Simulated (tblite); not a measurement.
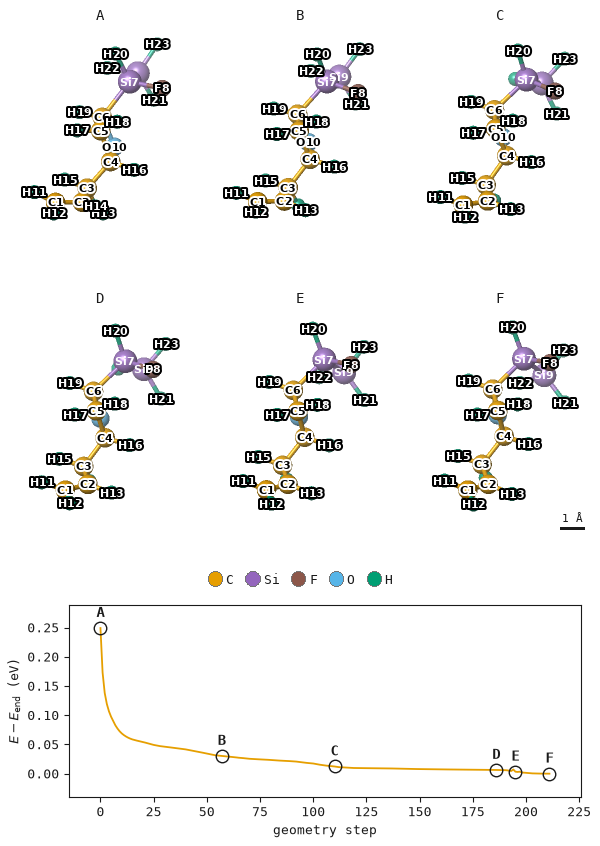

Frames of a relaxation of C6H13FOSi2, marked on the history of the run. Style: ball-and-stick. Shown from a free direction.

These are results of GFN2-xTB geometry optimisation, gas phase (tblite), not measurements. 

Describe the path.

Answer. The energy falls by 0.249 eV in 211 geometry steps. The atom that moves furthest after the best rigid fit is H21 (1.48 Å). By element the largest moves are H 1.48 Å, O 0.95 Å, Si 0.92 Å, F 0.80 Å, C 0.69 Å. Some distances before and after: Si9–H23 1.498 → 1.472 Å, C2–H13 1.108 → 1.082 Å, Si7–H20 1.488 → 1.463 Å, C6–Si7 1.935 → 1.910 Å. Among the angles between lasting bonds that change: Si9–Si7–H20 110.5° → 126.8°, Si7–C6–O10 114.9° → 106.4°, F8–Si7–H20 107.1° → 99.6°. Groups turn about C6–Si7 by about 40°. From step 0 to 57: H19 moves most (0.37 Å), energy −0.219 eV. From step 57 to 110: H21 moves most (0.56 Å), energy −0.018 eV. From step 110 to 186: H22 moves most (0.32 Å), energy −0.006 eV. From step 186 to 195: H22 moves most (0.38 Å), energy −0.003 eV. From step 195 to 211: H22 moves most (0.25 Å), energy −0.003 eV.
